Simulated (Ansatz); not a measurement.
## Electronic structure of BClF2···HF in real space

Input

```
crystal:
  periodic: [false, false, false]
  atoms:
    - {symbol: B, position_ang: [-0.233104, -0.752272, -0.444642]}
    - {symbol: Cl, position_ang: [1.435959, -0.550804, -0.945671]}
    - {symbol: F, position_ang: [-1.197992, -0.248308, -1.171027]}
    - {symbol: F, position_ang: [-0.518033, -1.500351, 0.590643]}
    - {symbol: H, position_ang: [0.682965, 1.696809, 0.942369]}
    - {symbol: F, position_ang: [-0.169693, 1.354826, 1.028428]}
basis:
  gaussian: {orbitals: def2-TZVPP}
hamiltonian: {xc: pbe0, dispersion: d4}
output: {orbitals: {seedname: orbitals}}
```

Command:

```sh
ansatz run in.yaml --threads 4 --pin off --events-out ev --progress --plain --max-ram 9574MiB
```

The reactant side of a reaction path; geometry: PBE0-D4/def2-TZVP.

Method: RKS PBE0-D4/def2-TZVPP (Ansatz 0.2.0).

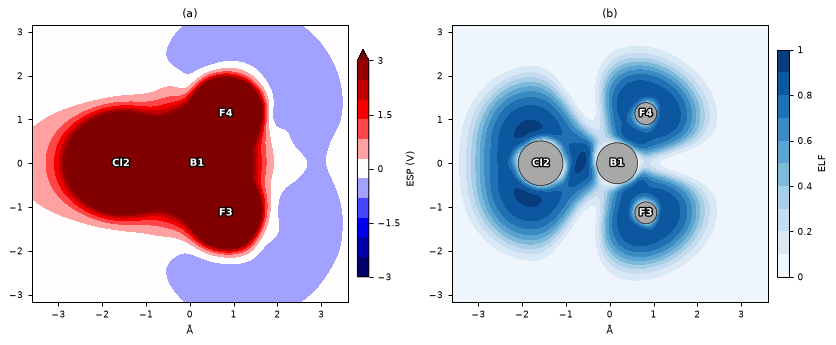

Figure 1. (a) molecular electrostatic potential; (b) electron localisation function on the plane of atoms F3, B1 and F4. Grey discs cover the atomic cores in the ELF map.

### Interpret the plot.

The section cuts through B, Cl and F sites. B–F (1.31 Å): the ELF peaks at about 0.85 between the atoms: a shared but strongly polarised pair. B–Cl (1.75 Å): the ELF peaks at about 0.90 between the atoms: a polar covalent bond. The ELF also peaks beside F3, Cl2 and F4, away from the bonds: lone-pair regions. Outside the dense part of the complex the potential is most negative (−0.6 V) near F3 and F4.

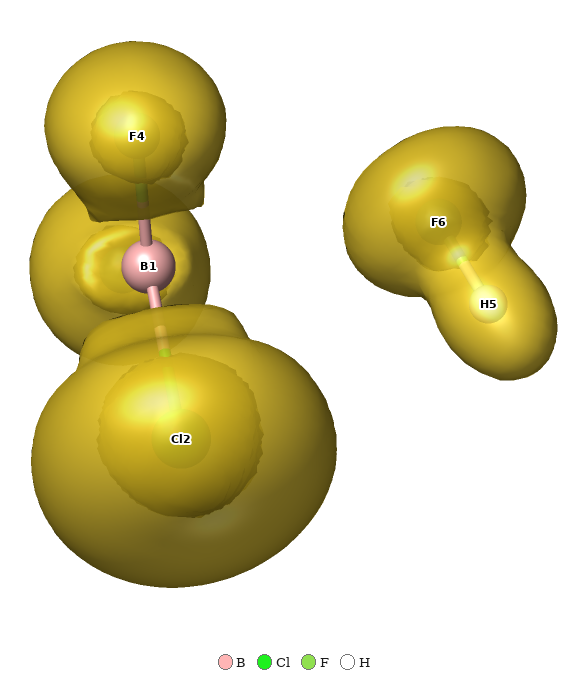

Figure 2. Isosurface of the ELF at 0.75 (yellow), seen at a tilt. Core shells and regions of very low density are left out.

### Where are the electrons localised?

The surface consists of one region on Cl in which the atom's valence shell and bonds are merged, two regions on F in which the atom's valence shell and bonds are merged and one joined region spread over several atoms (F, H), in which their bonds and any lone pairs are merged. Along the contacts the grid gives the following. B1···F6 (2.57 Å): the ELF dips to about 0.05 between them.

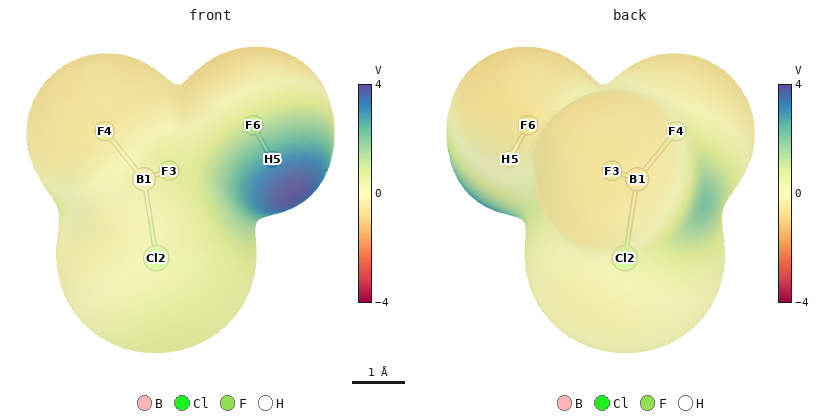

Figure 3. The molecular electrostatic potential painted on the density surface at 0.002 e/bohr³, seen from the front and from behind; red is negative and blue positive.

### Where is the surface potential most negative and most positive?

The most negative region (about −0.7 V, or −16 kcal/mol for a unit charge) lies over F6, the most positive (about +3.9 V, or +90 kcal/mol for a unit charge) over H5.

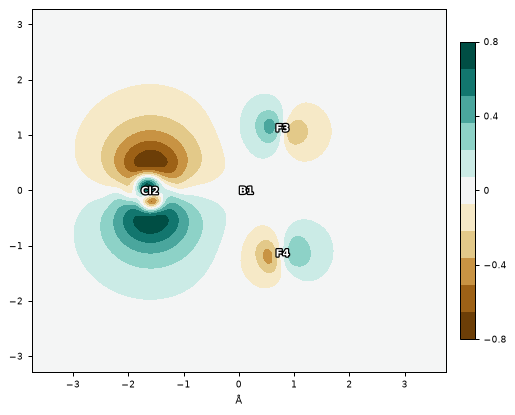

Figure 4. The HOMO on the plane of atoms Cl2, B1 and F4 (values in Å⁻³ᐟ²; the overall sign is arbitrary).

### Describe this orbital and give its energy.

Its weight (Hirshfeld) is mainly on Cl2 (about 85 %); largely a lone pair of Cl2. Its energy is −9.78 eV.
